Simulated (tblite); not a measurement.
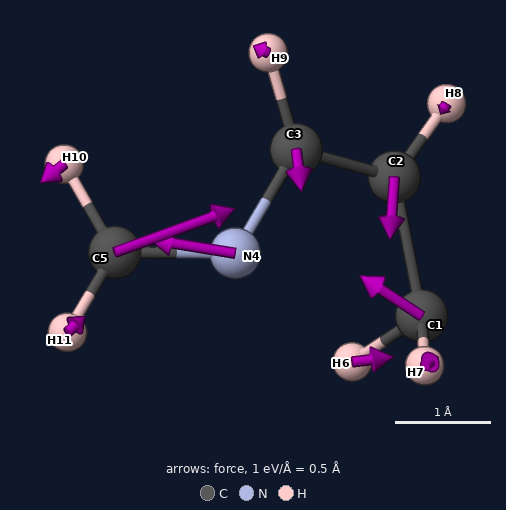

Starting geometry of C4H6N (multiplicity 2) with the computed forces as purple arrows. The picture is a ball-and-stick view, seen at a tilt.

Level of theory: GFN2-xTB geometry optimisation, gas phase in tblite. 

Is this structure relaxed? If not, where do the atoms go?

It isn't relaxed: the largest force vector, on C5, is 2.81 eV/Å. The final displacements have little in common with the starting forces (cosine between the two patterns 0.24). H6 moves most after the best rigid fit: 1.58 Å. By element the largest moves are H 1.58 Å, C 0.31 Å, N 0.23 Å. Among the contacts that change: C1–C2 1.499 → 1.348 Å, C3–N4 1.408 → 1.320 Å, C2–C3 1.347 → 1.413 Å, C1–H6 1.099 → 1.075 Å. Bond angles that change, for instance: C2–C1–H6 111.7° → 121.7°, C1–C2–C3 114.9° → 124.5°, C2–C1–H7 112.0° → 120.6°. Over 65 geometry steps the energy falls by 38.7 kcal/mol.
